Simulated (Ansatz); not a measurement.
## Ligand exchange: GaH3 + CuI → GaH2I + CuH

Species: GaH3 `[GaH3]`, singlet; CuI, singlet; GaH2I `[GaH2][I]`, singlet; CuH, singlet. The partners trade H for I: Ga–H and Cu–I bonds give way to Ga–I and Cu–H.

Shapes, held fixed at every level: PBE0-D4/def2-TZVP. Programs: Ansatz 0.2.0. The zero-point and thermal change to 298 K, harmonic and unscaled (PBE0-D4/def2-TZVP), is -2.5 kJ/mol.

| level | kind | ΔH(298 K) (kJ/mol) | CPU time (sum over the molecules) |
| --- | --- | --- | --- |
| HF/def2-TZVPP | Hartree–Fock | +72.3 | – |
| SPW92/def2-TZVPP | LDA | +1.0 | 3.8 s |
| r2SCAN-D4/def2-TZVPP | meta-GGA | +14.0 | 12 s |
| PBE0-D4/def2-TZVPP | global hybrid | +23.6 | 7.3 s |
| r2SCAN0-D4/def2-TZVPP | global hybrid | +28.7 | 12 s |
| wB97X-V/def2-TZVPP | range-separated hybrid | +33.0 | 19 s |
| wB97M-V/def2-TZVPP | range-separated hybrid | +28.1 | 27 s |

wB97M-V/def2-TZVPP gives ΔH(298 K) = +28.1 kJ/mol; the levels span +1.0 to +72.3. The median of the levels is +28.1. No measured value is set beside it here. For atoms past krypton def2 sets carry core potentials with scalar relativity. Relativity is left out for Ga unless named. Times are processor times on shared x86 and Arm servers, and rough.

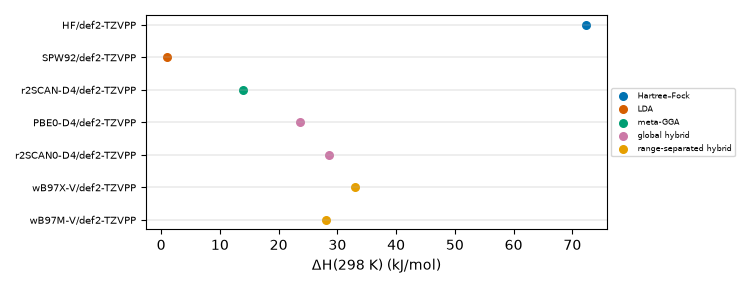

The values of the table, level by level.
